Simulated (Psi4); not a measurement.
# Si2H5Cl (SMILES [SiH3][SiH2]Cl) at wB97X-V/cc-pVDZ

What is the vertical singlet–triplet gap of Si2H5Cl at wB97X-V/cc-pVDZ? 

The calculation is run with Psi4 1.11.

## (1) The structure to begin with

Si2H5Cl: 8 atoms, total charge 0, spin state singlet. SMILES: `[SiH3][SiH2]Cl`. The coordinates come from a PBE0-D4/def2-TZVP relaxation.

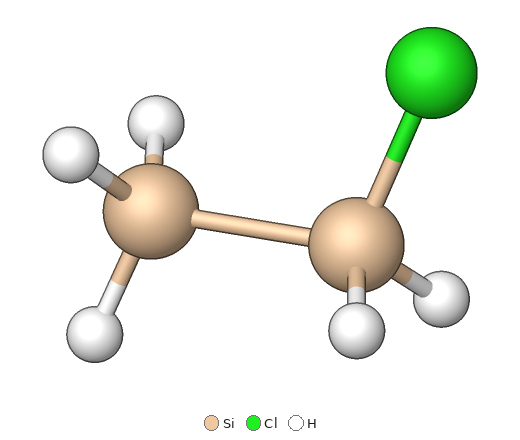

Viewed from a chosen angle; silicon light orange, chlorine green, hydrogen white.

## (2) A single-point energy at wB97X-V/cc-pVDZ

Input file job.inp:

```
memory 2200 mb

molecule {
  0 1
  Si
  Si 1 r2
  Cl 2 r3 1 a3
  H 1 r4 2 a4 3 d4
  H 1 r5 4 a5 2 d5
  H 1 r6 5 a6 4 d6
  H 2 r7 3 a7 1 d7
  H 2 r8 7 a8 3 d8

  r2 = 2.337877
  r3 = 2.064511
  a3 = 108.68745
  r4 = 1.488032
  a4 = 109.60638
  d4 = -179.90149
  r5 = 1.485871
  a5 = 109.27714
  d5 = 120.06502
  r6 = 1.485873
  a6 = 109.49243
  d6 = -119.66988
  r7 = 1.484829
  a7 = 107.737
  d7 = -121.39253
  r8 = 1.484843
  a8 = 108.84859
  d8 = 116.56042
  units angstrom
  symmetry c1
}

set {
  basis cc-pVDZ
  puream true
  e_convergence 1e-09
  d_convergence 1e-08
  scf_type pk
  dft_radial_points 99
  dft_spherical_points 590
}

energy('wb97x-v')
print_variables()
```

Run with:

```sh
$ psi4 job.inp job.out -n 1
```

job.out:

```text
[...]
  Running in c1 symmetry.
[...]
  Nuclear repulsion =  191.508280446537668
[...]
  Multiplicity = 1
[...]
  Nalpha       = 25
  Nbeta        = 25
[...]
    Number of basis functions: 79
[...]
   @RKS iter   1: -1042.03811768520131   -4.78119e-01   2.09581e-03 DIIS/ADIIS
[...]
   @RKS iter  10: -1042.06194480112731   -1.15961e-11   8.44314e-09 DIIS
[...]
    Orbital Energies [Eh]
    ---------------------
    Doubly Occupied:
       1A   -101.520760     2A    -66.192950     3A    -66.157395
       4A     -9.551680     5A     -7.304689     6A     -7.298034
       7A     -7.298023     8A     -5.432086     9A     -5.401030
      10A     -3.784570    11A     -3.780611    12A     -3.780401
      13A     -3.750728    14A     -3.750612    15A     -3.750515
      16A     -0.955811    17A     -0.702399    18A     -0.633038
      19A     -0.497137    20A     -0.496847    21A     -0.462969
      22A     -0.457260    23A     -0.454004    24A     -0.414693
      25A     -0.383463
[...]
  @RKS Final Energy: -1042.06194480112731
   => Energetics <=
    Nuclear Repulsion Energy =            191.5082804465376682
    One-Electron Energy =               -1822.2593362881075336
    Two-Electron Energy =                 642.1702929196336527
    DFT Exchange-Correlation Energy =     -53.6870607266653579
    Empirical Dispersion Energy =           0.0000000000000000
    VV10 Nonlocal Energy =                  0.2058788474743787
    Total Energy =                      -1042.0619448011273107
[...]
 Multipole Moments:
 ------------------------------------------------------------------------------------
     Multipole            Electronic (a.u.)      Nuclear  (a.u.)        Total (a.u.)
 ------------------------------------------------------------------------------------
 L = 1.  Multiply by 2.5417464519 to convert [e a0] to [Debye]
 Dipole X            :          0.0021128           -0.0016957            0.0004170
 Dipole Y            :         -5.1646607            5.7064028            0.5417421
 Dipole Z            :          5.3262604           -5.6203767           -0.2941164
 Magnitude           :                                                    0.6164326
[...]
```

Run time: 2.1 min. Hardware: 1 thread of AMD EPYC 7R43 (Zen 3), shared host; peak memory 1.3 GiB.

## (3) The triplet at the same level

Input file clh5si2.in:

```
memory 2200 MB

molecule geom {
  0 3
  Si
  Si 1 r2
  Cl 2 r3 1 a3
  H 1 r4 2 a4 3 d4
  H 1 r5 4 a5 2 d5
  H 1 r6 5 a6 4 d6
  H 2 r7 3 a7 1 d7
  H 2 r8 7 a8 3 d8

  r2 = 2.337877
  r3 = 2.064511
  a3 = 108.68745
  r4 = 1.488032
  a4 = 109.60638
  d4 = -179.90149
  r5 = 1.485871
  a5 = 109.27714
  d5 = 120.06502
  r6 = 1.485873
  a6 = 109.49243
  d6 = -119.66988
  r7 = 1.484829
  a7 = 107.737
  d7 = -121.39253
  r8 = 1.484843
  a8 = 108.84859
  d8 = 116.56042
  units angstrom
  symmetry c1
}

set {
  reference uks
  puream true
  e_convergence 1e-09
  d_convergence 1e-08
  scf_type pk
  dft_radial_points 99
  dft_spherical_points 590
  maxiter 100
}

e_tot, wfn = energy("wb97x-v/cc-pVDZ", return_wfn=True)
print_variables()
```

Run with:

```sh
$ psi4 -n 1 clh5si2.in clh5si2.out
```

clh5si2.out:

```text
[...]
  Running in c1 symmetry.
[...]
  Nuclear repulsion =  191.508280446537668
[...]
  Multiplicity = 3
[...]
  Nalpha       = 26
  Nbeta        = 24
[...]
    Number of basis functions: 79
[...]
   @UKS iter   1: -1041.80912225060615   -2.49124e-01   1.78495e-03 ADIIS/DIIS
[...]
   @UKS iter  18: -1041.83399507708123   -4.09273e-12   5.77642e-09 DIIS
[...]
   @S^2 Observed:                2.005278371E+00
[...]
    Orbital Energies [Eh]
    ---------------------
    Alpha Occupied:
       1A   -101.525748     2A    -66.204764     3A    -66.198947
       4A     -9.557534     5A     -7.310113     6A     -7.307011
       7A     -7.302750     8A     -5.442724     9A     -5.436571
      10A     -3.797813    11A     -3.791022    12A     -3.790669
      13A     -3.790029    14A     -3.786191    15A     -3.784085
      16A     -0.967070    17A     -0.734735    18A     -0.646774
      19A     -0.515035    20A     -0.506010    21A     -0.485714
      22A     -0.475535    23A     -0.475143    24A     -0.420405
      25A     -0.419443    26A     -0.160220
    Alpha Virtual:
[...]
  @UKS Final Energy: -1041.83399507708123
   => Energetics <=
    Nuclear Repulsion Energy =            191.5082804465376682
    One-Electron Energy =               -1821.4243671735871430
    Two-Electron Energy =                 641.5256980112917518
    DFT Exchange-Correlation Energy =     -53.6488307987718969
    Empirical Dispersion Energy =           0.0000000000000000
    VV10 Nonlocal Energy =                  0.2052244374485474
    Total Energy =                      -1041.8339950770812266
[...]
 Multipole Moments:
 ------------------------------------------------------------------------------------
     Multipole            Electronic (a.u.)      Nuclear  (a.u.)        Total (a.u.)
 ------------------------------------------------------------------------------------
 L = 1.  Multiply by 2.5417464519 to convert [e a0] to [Debye]
 Dipole X            :          0.0021279           -0.0016957            0.0004322
 Dipole Y            :         -5.4172159            5.7064028            0.2891869
 Dipole Z            :          5.0669513           -5.6203767           -0.5534255
 Magnitude           :                                                    0.6244269
[...]
```

Wall time 3.5 min (1 thread of AMD EPYC 7R43 (Zen 3), shared host); peak memory 1.3 GiB.

## (4) Results

Level: wB97X-V/cc-pVDZ.

```
                                        quantity           value
                           singlet: total energy  -1042.06194 Eh
                          singlet: dipole moment          1.57 D
                            singlet: HOMO energy       -10.43 eV
                            singlet: LUMO energy         1.78 eV
                          singlet: HOMO–LUMO gap        12.21 eV
                           triplet: total energy  -1041.83400 Eh
                          triplet: dipole moment          1.59 D
     triplet: HOMO energy (highest over α and β)        -4.36 eV
                                   triplet: ⟨S²⟩           2.005
vertical energy of the triplet above the singlet        6.203 eV
```

**Reading.** At this shape the triplet lies 6.20 eV (143 kcal/mol) above the singlet.
